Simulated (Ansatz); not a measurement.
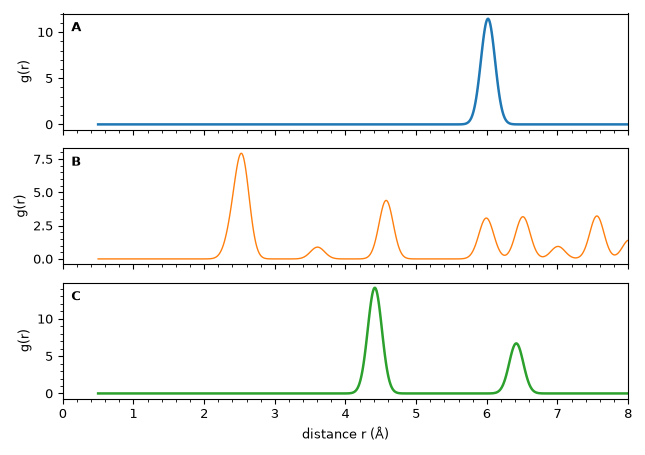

Calculated partial radial distribution functions of SiMo₆, each distance broadened by a Gaussian of σ = 0.10 Å. It is based on the end point of a relaxation with Ansatz, DFT PBE, scalar-relativistic, plane waves, PAW; the starting structure was generated, so it need not be a known form of this composition.

```cif
data_structure
_symmetry_space_group_name_H-M 'Pm-3m'
_symmetry_Int_Tables_number 221
_cell_length_a 6.0159
_cell_length_b 6.0159
_cell_length_c 6.0159
_cell_angle_alpha 90.000
_cell_angle_beta 90.000
_cell_angle_gamma 90.000
_cell_volume 217.72
loop_
_atom_site_label
_atom_site_type_symbol
_atom_site_symmetry_multiplicity
_atom_site_Wyckoff_symbol
_atom_site_fract_x
_atom_site_fract_y
_atom_site_fract_z
_atom_site_occupancy
Si1 Si 1 a 0.00000 0.00000 0.00000 1
Mo1 Mo 6 f 0.50000 0.50000 0.20021 1
```

**Assign each lettered curve to its atom pair.**

panel A is Si–Si (first distance 6.02 Å); panel B is Mo–Mo (first distance 2.41 Å); panel C is Si–Mo (first distance 4.42 Å).

**Give the first two coordination shells of each pair (distances closer than 0.12 Å counted as one shell; neighbours averaged over all atoms of the first element).**

```json
{"pair": "Si–Si", "first shell (Å)": "6.02", "neighbours in it": "6 Si per Si", "second shell (Å)": "beyond the range", "neighbours in the second": "–"}
{"pair": "Mo–Mo", "first shell (Å)": "2.41", "neighbours in it": "1 Mo per Mo", "second shell (Å)": "2.55", "neighbours in the second": "4"}
{"pair": "Si–Mo", "first shell (Å)": "4.42", "neighbours in it": "24 Mo per Si", "second shell (Å)": "6.42", "neighbours in the second": "24"}
```
